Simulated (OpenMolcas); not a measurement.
# BLYP/ANO-RCC-VDZP (sfX2C) run of AlH (SMILES [AlH])

Aim: the vertical ionisation energy of AlH at BLYP/ANO-RCC-VDZP (sfX2C), from 2 runs. 

The calculation is run with OpenMolcas 26.06.

### Step 1. Starting point

AlH: 2 atoms, total charge 0, spin state singlet. As SMILES, `[AlH]`. The coordinates come from a PBE0-D4/def2-TZVP relaxation.

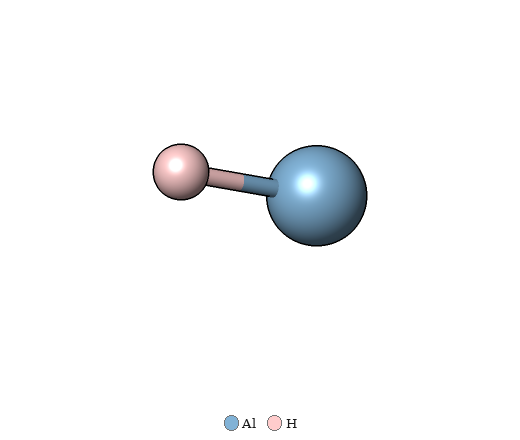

Viewed from a chosen angle; aluminium light blue, hydrogen pink.

### Step 2. A single-point energy at BLYP/ANO-RCC-VDZP (sfX2C)

The input, job.input:

```
&GATEWAY
Coord
2
bohr
Al     0.00000000     0.00000000    -0.04845258
H      0.00000000     0.00000000     3.09746899
Basis = ANO-RCC-VDZP
Group = NoSym
RX2C
&SEWARD
Expert
&SCF
KSDFT = BLYP
PrOrbitals = 1 1
```

Command:

```bash
$ export MOLCAS_MEM=1860
$ pymolcas job.input > job.log
```

What it wrote:

```text
--- Start Module: gateway ---
[...]
--- Stop Module: gateway /rc=_RC_ALL_IS_WELL_ ---
--- Start Module: seward ---
[...]
 ###    WARNING:  EXPERT option is ON!                                       ###
 ###############################################################################
               SEWARD will generate:
[...]
      Basis functions           23
--- Stop Module: seward /rc=_RC_ALL_IS_WELL_ ---
--- Start Module: scf ---
[...]
       Convergence after   9 Iterations
[...]
::    Total KS-DFT energy                            -243.4267646860
[...]
      Total spin, S                                     0.0000000000
[...]
      Total electronic charge=   14.000000
      Total            charge=   -0.000000
[...]
      Dipole Moment (debye):
      Origin of the operator (angstrom)=    0.0000    0.0000    0.0343
                   X= -1.7282E-14               Y=  2.6541E-14               Z= -2.3991E-01           Total=  2.3991E-01
      Quadrupole Moment (debye*angstrom):
[...]
--- Stop Module: scf /rc=_RC_ALL_IS_WELL_ ---
[...]
```

Run time: 2.5 s. Hardware: 1 thread of Arm Neoverse V1, shared host; peak memory 0.37 GiB.

### Step 3. The doublet cation

The input, job.inp:

```
* AlH Kohn-Sham DFT

&GATEWAY
 Coord
 2
 bohr
 Al     0.00000000     0.00000000    -0.04845258
 H      0.00000000     0.00000000     3.09746899
 Basis=ANO-RCC-VDZP
 Group=NoSym
 RX2C

&SEWARD
 Expert

&SCF
 UHF
 Charge=1
 Spin=2
 KSDFT=BLYP
 PrOrbitals=1 1
```

Command:

```bash
$ export MOLCAS_MEM=1860
$ pymolcas job.inp > job.log
```

What it wrote:

```text
--- Start Module: gateway ---
[...]
--- Stop Module: gateway /rc=_RC_ALL_IS_WELL_ ---
--- Start Module: seward ---
[...]
 ###    WARNING:  EXPERT option is ON!                                       ###
 ###############################################################################
               SEWARD will generate:
[...]
      Basis functions           23
--- Stop Module: seward /rc=_RC_ALL_IS_WELL_ ---
--- Start Module: scf ---
[...]
       Convergence after  14 Iterations
[...]
::    Total KS-DFT energy                            -243.1289976429
[...]
      Total spin, S                                     0.5029637707
[...]
      Total electronic charge=   13.000000
      Total            charge=    1.000000
[...]
      Dipole Moment (debye):
      Origin of the operator (angstrom)=    0.0000    0.0000    0.0343
                   X=  1.4850E-15               Y=  7.4493E-14               Z= -2.0881E-01           Total=  2.0881E-01
      Center of Charge (angstrom)
[...]
--- Stop Module: scf /rc=_RC_ALL_IS_WELL_ ---
[...]
```

It took 3.6 s on 1 thread of Arm Neoverse V1, shared host; peak memory 0.37 GiB.

### Step 4. Summary of results

At BLYP/ANO-RCC-VDZP (sfX2C):

| quantity | value |
| --- | --- |
| singlet AlH: total energy | -243.42676 Eh |
| singlet AlH: dipole moment | 0.24 D |
| singlet AlH: HOMO energy | -4.69 eV |
| singlet AlH: LUMO energy | -2.26 eV |
| singlet AlH: HOMO–LUMO gap | 2.43 eV |
| doublet cation: total energy | -243.12900 Eh |
| doublet cation: HOMO energy (highest over α and β) | -12.94 eV |
| doublet cation: LUMO energy (lowest over α and β) | -11.49 eV |
| doublet cation: ⟨S²⟩ | 0.756 |
| vertical ionisation energy (to the doublet cation) | 8.103 eV |

What this shows: The vertical ionisation energy comes to 8.10 eV (187 kcal/mol). The negative HOMO energy of the first species, 4.69 eV, lies 3.41 eV below that difference.
